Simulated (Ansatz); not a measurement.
Consider GaP4.

Input

```
crystal:
  lattice:
    - [5.8702636604, 0.0, 0.0]
    - [0.0, 5.8702636604, 0.0]
    - [0.0, 0.0, 2.4217931251]
  atoms:
    - { symbol: Ga, position: [0.0, 0.0, 0.0] }
    - { symbol: P, position: [0.7954363727, 0.5, 0.0] }
    - { symbol: P, position: [0.2045636273, 0.5, 0.0] }
    - { symbol: P, position: [0.5, 0.7954363727, 0.0] }
    - { symbol: P, position: [0.5, 0.2045636273, 0.0] }
basis:
  ecutwfc: 420
kpoints:
  mp_grid: { grid: [6, 6, 16] }
hamiltonian:
  xc: pbe
scf:
  occupations: { method: gaussian, width: 0.1 }
output:
  forces: true
  stress: true
  eigenvalues: true
  write_density: true
  write_potential: true
  elf: true
  volumetric_format: npy
relax:
  adjacent_minimum: "off"
  f_tol: 0.01
  max_steps: 80
  cell: { stress_tol: 0.05 }
```

Launched as:

```sh
ansatz run input.yaml --threads 1 --pin off --max-ram 2560MiB --backend cpu --events-out ev --progress --plain --runs-dir out
```

Below, planes, directions and counts refer to the conventional cell (a = 5.77 Å, b = 5.77 Å, c = 2.48 Å, α = 90.00°, β = 90.00°, γ = 90.00°).

The fields are those of the run's last geometry, not of the input's.

Space group P4/mmm; a structure generated by program, which may or may not match a known phase; computed without spin polarisation.

Level of theory: DFT PBE, scalar-relativistic, plane waves, PAW (Ansatz).

### What can the converged valence pseudo-density and electron localisation function tell about the bonding?

P–P (2.36 Å): the density is about 0.56 e/Å³ at the midpoint; the ELF peaks at about 0.85 between the atoms.
P–P (2.41 Å): ρ at the midpoint is about 0.53 e/Å³; the ELF peaks at about 0.85 between the atoms.

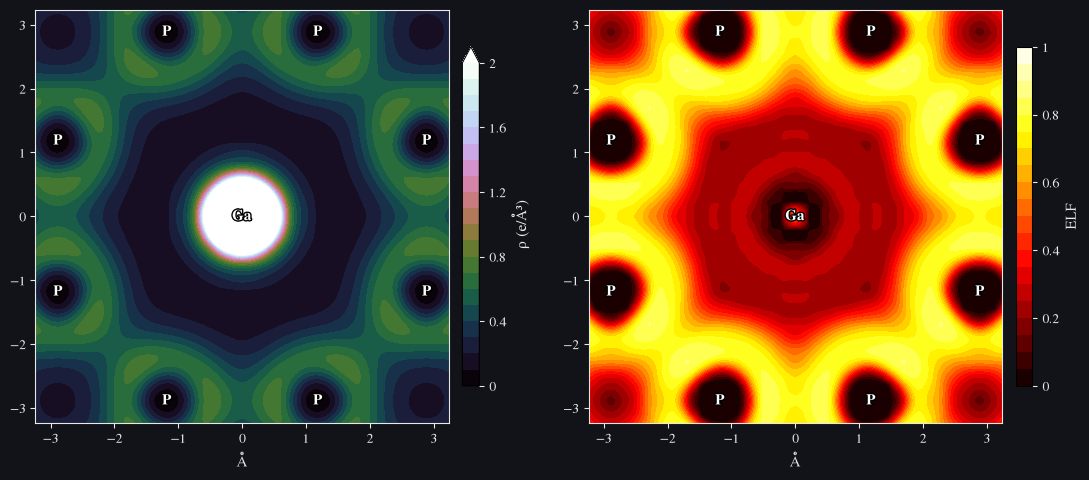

Computed valence pseudo-density and electron localisation function on the (001) plane of the conventional cell, in this order. 

In a PAW calculation such maps are meaningful between the atoms, not at the nuclei.
